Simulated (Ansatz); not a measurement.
# BH3F− (SMILES [BH3-]F) at 6 levels

Wanted: a comparison of 6 runs (B2PLYP/STO-3G, B3LYP/STO-3G, SVWN5/STO-3G, UPBE/STO-3G, UPBE0/STO-3G, CCSD/STO-3G) of BH3F−. 

The calculation is run with Ansatz 0.2.0.

3 further runs of the same task are left out: 1 that didn't finish, 2 set aside as unsound or not needed.

**1. Starting point**

The species is BH3F− (5 atoms), meant as a singlet with charge -1. SMILES: `[BH3-]F`. The H5–B1 distance was set to 1.842 Å, away from the relaxed value. At this shape a bond of the SMILES string is far longer than usual.

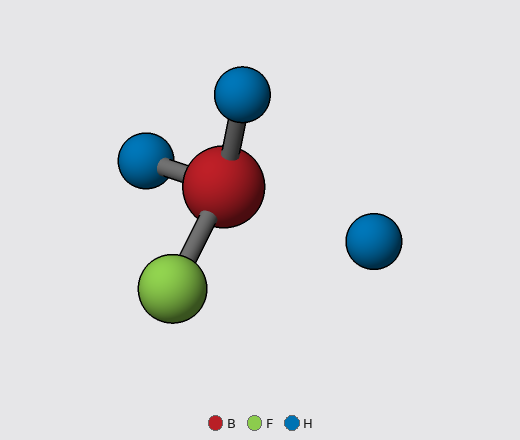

The structure, seen from a chosen angle (boron red, fluorine green, hydrogen blue).

**2. A single-point energy at B2PLYP/STO-3G (run 1)**

File input.yaml:

```yaml
crystal:
  periodic: [false, false, false]
  atoms:
    - {symbol: B, position_ang: [-0.314685, -0.493959, 0.125994]}
    - {symbol: F, position_ang: [0.576615, -1.241149, 0.986854]}
    - {symbol: H, position_ang: [-1.346275, -0.259029, 0.747984]}
    - {symbol: H, position_ang: [-0.553495, -1.174529, -0.867656]}
    - {symbol: H, position_ang: [0.522090, 1.075700, -0.353640]}
basis:
  gaussian:
    orbitals: STO-3G
accuracy: high
correlation:
  frozen_orbitals: {B: 1, F: 1, H: 0}
hamiltonian:
  xc: {name: B2PLYP}
total_charge: -1
```

On the command line:

```sh
ansatz run input.yaml --threads 1 --pin off --max-ram 2610MiB --events-out events.jsonl --progress --plain --runs-dir runs
```

What it wrote:

```text
Warning: RAYON_NUM_THREADS=1 ignored (pool sized by the plan → 1); use --threads N
Functional definition: B2PLYP
  name "B2PLYP"
  parameter a = 0.53
  parameter c = 0.27
  exchange = (1 - a)*b88_x + a*exact_x
  correlation = (1 - c)*lyp_c + c*(mp2_os + mp2_ss)
207 factors; integrals over basis functions are off by at most 5.9e-8 eV
mean field evaluation 1: about -3381.7835 eV, gradient 2.0e1 eV
mean field evaluation 2: about -3381.7883 eV, gradient 2.0e1 eV
mean field evaluation 4: about -3384.0548 eV, gradient 1.6e0 eV
mean field evaluation 8: about -3384.0571 eV, gradient 8.7e-3 eV
mean field evaluation 16: about -3384.0571 eV, gradient 1.9e-8 eV
mean field -3384.05713763 eV, -124.3618060116 hartree, gradient 2.1e-8 eV, S^2 0.000000; 0 other end points of the search recorded, 0 dependent functions left out
2 core orbitals not correlated: weight in the atoms' cores, before any rotation towards them, 1.000 or more for the frozen orbitals, at most 0.000 for the correlated occupied ones
reference -3384.05715219 eV, -124.3618065468 hartree; 7, 7 occupied and 4, 4 virtual orbitals, 207 factors
second order -2.61119017 eV of doubles, -0.00000000 eV of singles
Total energy: -3384.76217354 eV, -124.3877156033 hartree
```

Wall time 0.73 s (1 thread of AMD EPYC 7R43 (Zen 3), shared host); peak memory 0.094 GiB.

**3. The energy at B3LYP/STO-3G (run 2)**

File molecule.yaml:

```yaml
crystal:
  periodic: [false, false, false]
  atoms:
    - {symbol: B, position_ang: [-0.314685, -0.493959, 0.125994]}
    - {symbol: F, position_ang: [0.576615, -1.241149, 0.986854]}
    - {symbol: H, position_ang: [-1.346275, -0.259029, 0.747984]}
    - {symbol: H, position_ang: [-0.553495, -1.174529, -0.867656]}
    - {symbol: H, position_ang: [0.522090, 1.075700, -0.353640]}
basis:
  gaussian:
    orbitals: STO-3G
total_charge: -1
hamiltonian:
  xc: {name: B3LYP}
accuracy: high
```

On the command line:

```sh
ansatz run molecule.yaml --threads 1 --pin off --max-ram 2610MiB --events-out events.jsonl --progress --plain --runs-dir runs
```

What it wrote:

```text
Warning: RAYON_NUM_THREADS=1 ignored (pool sized by the plan → 1); use --threads N
Functional definition: B3LYP
  name "B3LYP"
  parameter a0 = 0.2
  parameter ax = 0.72
  parameter ac = 0.81
  exchange = (1 - a0 - ax)*slater_x + ax*b88_x + a0*exact_x
  correlation = (1 - ac)*vwn_rpa_c + ac*lyp_c
207 factors; integrals over basis functions are off by at most 5.9e-8 eV
mean field evaluation 1: about -3382.8454 eV, gradient 4.4e1 eV
mean field evaluation 2: about -3384.4838 eV, gradient 3.2e1 eV
mean field evaluation 4: about -3389.8631 eV, gradient 3.2e0 eV
mean field evaluation 8: about -3389.8488 eV, gradient 2.6e-2 eV
mean field evaluation 16: about -3389.8488 eV, gradient 6.6e-8 eV
mean field -3389.84875730 eV, -124.5746441087 hartree, gradient 6.6e-8 eV, S^2 0.000000; 0 other end points of the search recorded, 0 dependent functions left out
reference -3389.84877990 eV, -124.5746449392 hartree; 9, 9 occupied and 4, 4 virtual orbitals, 207 factors
Total energy: -3389.84877990 eV, -124.5746449392 hartree
```

It took 0.61 s on 1 thread of AMD EPYC 7R43 (Zen 3), shared host; peak memory 0.097 GiB.

Runs 3 to 4 aren't shown in full; the table further down has their settings and results.

**4. A single-point energy at UPBE0/STO-3G (run 5)**

File job.yaml:

```yaml
crystal:
  periodic: [false, false, false]
  atoms:
    - {symbol: B, position_ang: [-0.314685, -0.493959, 0.125994]}
    - {symbol: F, position_ang: [0.576615, -1.241149, 0.986854]}
    - {symbol: H, position_ang: [-1.346275, -0.259029, 0.747984]}
    - {symbol: H, position_ang: [-0.553495, -1.174529, -0.867656]}
    - {symbol: H, position_ang: [0.522090, 1.075700, -0.353640]}
basis:
  gaussian:
    orbitals: STO-3G
total_charge: -1
magnetization:
  spin_polarized: true
hamiltonian:
  xc: {name: PBE0}
accuracy: high
```

On the command line:

```sh
ansatz run job.yaml --threads 1 --pin off --max-ram 2610MiB --events-out events.jsonl --progress --plain --runs-dir runs
```

What it wrote:

```text
Warning: RAYON_NUM_THREADS=1 ignored (pool sized by the plan → 1); use --threads N
Functional definition: PBE0
  name "PBE0"
  parameter a = 0.25
  parameter kappa = 0.804
  parameter beta = 0.06672455060314922
  exchange = (1 - a)*pbe_x(kappa = kappa, mu = beta*pi^2/3) + a*exact_x
  correlation = pbe_c(beta = beta)
207 factors; integrals over basis functions are off by at most 5.9e-8 eV
mean field evaluation 1: about -3380.9449 eV, gradient 2.6e1 eV
mean field evaluation 2: about -3382.5287 eV, gradient 1.9e1 eV
mean field evaluation 4: about -3386.3672 eV, gradient 1.5e0 eV
mean field evaluation 8: about -3386.3381 eV, gradient 1.6e-2 eV
mean field evaluation 16: about -3386.3381 eV, gradient 3.5e-8 eV
mean field -3386.33814645 eV, -124.4456315396 hartree, gradient 3.5e-8 eV, S^2 0.000000; 0 other end points of the search recorded, 0 dependent functions left out
reference -3386.33814757 eV, -124.4456315807 hartree; 9, 9 occupied and 4, 4 virtual orbitals, 207 factors
Total energy: -3386.33814757 eV, -124.4456315807 hartree
```

Run time: 0.99 s. Hardware: 1 thread of AMD EPYC 7R43 (Zen 3), shared host; peak memory 0.12 GiB.

**5. The energy at CCSD/STO-3G (run 6)**

job.yaml: that of step 4 with these lines changed.

```diff
@@ -11,7 +11,8 @@
     orbitals: STO-3G
+scf:
+  omitted_lower_state_checks: [cluster_reference, increment]
 total_charge: -1
-magnetization:
-  spin_polarized: true
-hamiltonian:
-  xc: {name: PBE0}
+correlation:
+  method: ccsd
+  frozen_orbitals: {B: 1, F: 1, H: 0}
 accuracy: high
```

On the command line:

```sh
ansatz run job.yaml --threads 1 --pin off --max-ram 2610MiB --events-out events.jsonl --progress --plain --runs-dir runs
```

What it wrote:

```text
Warning: RAYON_NUM_THREADS=1 ignored (pool sized by the plan → 1); use --threads N
[... 11 lines left out ...]
2 core orbitals not correlated: weight in the atoms' cores, before any rotation towards them, 1.000 or more for the frozen orbitals, at most 0.000 for the correlated occupied ones
[... 27 lines left out ...]
Total energy: -3375.26972827 eV, -124.0388746739 hartree
Checks for a lower state left out: cluster_reference, increment
```

It took 0.15 s on 1 thread of AMD EPYC 7R43 (Zen 3), shared host.

**6. Overview of the runs**

```
run          level  frozen core orbitals  energy (Eh)  wall time
  1  B2PLYP/STO-3G                     2  -124.387716     0.73 s
  2   B3LYP/STO-3G                     –  -124.574645     0.61 s
  3   SVWN5/STO-3G                     –  -123.581139     0.45 s
  4    UPBE/STO-3G                     –  -124.422176        1 s
  5   UPBE0/STO-3G                     –  -124.445632     0.99 s
  6    CCSD/STO-3G                     2  -124.038875     0.15 s
```

**7. What came out**

| quantity | value |
| --- | --- |
| run 6: total energy | -124.03887 Eh |
| run 6: correlation energy (2 core orbitals frozen) | -97.5 mEh |
| run 6: T1 diagnostic | 0.014 |

**Reading.** Totals of different functionals can't be ranked against each other. In runs 1, 2, 3, 4, 5, 6 the basis is minimal, so the values are rough. All runs together took 4 s, the longest 1 s.
